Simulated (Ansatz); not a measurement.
```xyz
11

N    -1.5134    1.0413   -0.5842
Si   -0.2234   -0.0654   -0.8115
O     1.2643    0.5321   -1.2811
Si    0.4796   -0.9288    1.2442
F     2.0484   -0.3943    1.1899
H    -2.0942    1.3337   -1.3758
H    -1.4722    1.7638    0.1409
H    -0.7187   -1.0327   -1.8464
H     1.9191    0.4399   -0.5517
H     0.5193   -2.4248    1.4197
H    -0.1433   -0.3216    2.4767
```

The calculation used RKS LDA/def2-SVP in Ansatz.

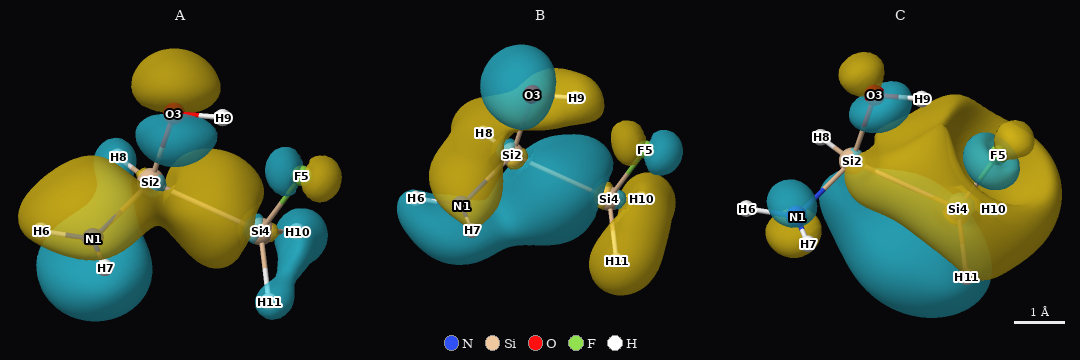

FH6NOSi2. Three frontier orbitals at ±0.08 Å⁻³ᐟ² (yellow and cyan are the two phases), in no order.

**Which picture is the HOMO−1, the HOMO and the LUMO?**

B is the HOMO−1 (−6.87 eV). It lies mainly on Si2 (about 20 %), O3 (about 20 %), Si4 (about 20 %) and N1 (about 20 %). A is the HOMO (−6.12 eV). It lies mainly on N1 (about 50 %), O3 (about 15 %), Si2 (about 15 %) and Si4 (about 10 %). C is the LUMO (−1.35 eV). By Hirshfeld shares it lies mainly on Si4 (about 50 %), Si2 (about 15 %) and F5 (about 10 %).

**What is the HOMO–LUMO gap?**

4.77 eV between the orbital energies.
